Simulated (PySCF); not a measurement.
C6H6F2O (SMILES FC(F)C1=COC=CC1)

```yaml
atoms:
  - { symbol: F, position_ang: [2.4757, -0.6089, -1.1902] }
  - { symbol: C, position_ang: [2.0659, 0.0374, -0.0603] }
  - { symbol: F, position_ang: [2.7048, 1.2308, -0.0649] }
  - { symbol: C, position_ang: [0.5758, 0.1836, -0.0386] }
  - { symbol: C, position_ang: [-0.0110, 1.3496, -0.2939] }
  - { symbol: O, position_ang: [-1.3450, 1.5638, -0.2937] }
  - { symbol: C, position_ang: [-2.1282, 0.4771, -0.0134] }
  - { symbol: C, position_ang: [-1.6752, -0.7394, 0.2420] }
  - { symbol: C, position_ang: [-0.2093, -1.0719, 0.2514] }
  - { symbol: H, position_ang: [2.4480, -0.5460, 0.7949] }
  - { symbol: H, position_ang: [0.5403, 2.2530, -0.5098] }
  - { symbol: H, position_ang: [-3.1738, 0.7426, -0.0265] }
  - { symbol: H, position_ang: [-2.3672, -1.5368, 0.4555] }
  - { symbol: H, position_ang: [0.0804, -1.4871, 1.2262] }
  - { symbol: H, position_ang: [0.0144, -1.8399, -0.5004] }
```

Geometry: GFN2-xTB, NEB image 0 of 0 to 8.

Theory: PBE0/pcSseg-1, SCF density, gas phase, non-relativistic in PySCF 2.14.0.

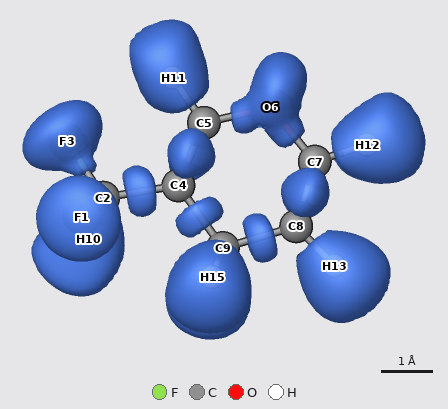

Figure 1. Isosurface of the ELF at 0.75 (blue), seen across its widest extent. Only the valence region is drawn (cores and ρ < 0.01 e/Å³ removed).

Identify the bonds, lone pairs and shells in this picture.

Answer. The ELF exceeds this value in five regions between bonded C–C atoms (shared pairs), six regions around hydrogen nuclei, two regions on F in which the atom's valence shell and bonds are merged and one region on O in which the atom's valence shell and bonds are merged. Profiles from the grid: C–C (1.32 Å): the ELF peaks at about 0.95 between the atoms: a multiple bond. C–O (1.35 Å): the ELF peaks at about 0.90 between the atoms: a shared but strongly polarised pair.

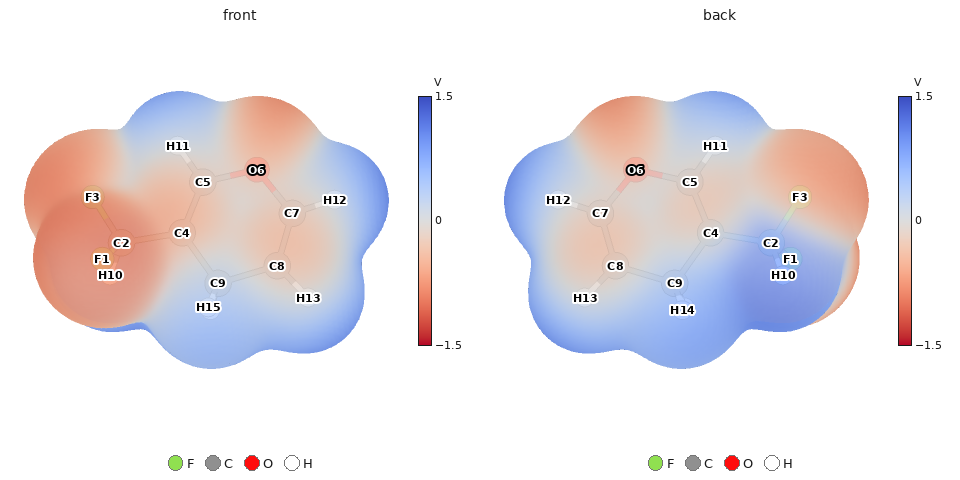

Figure 2. The molecular electrostatic potential painted on the density surface at 0.001 e/bohr³, seen from the front and from behind; red is negative and blue positive.

Where is the surface potential most negative and most positive?

Answer. The most negative region (about −0.9 V) lies over F1, the most positive (about +1.0 V) over H10 and H12.

What dipole moment does the calculation give?

Answer. Its dipole moment is 2.54 D.
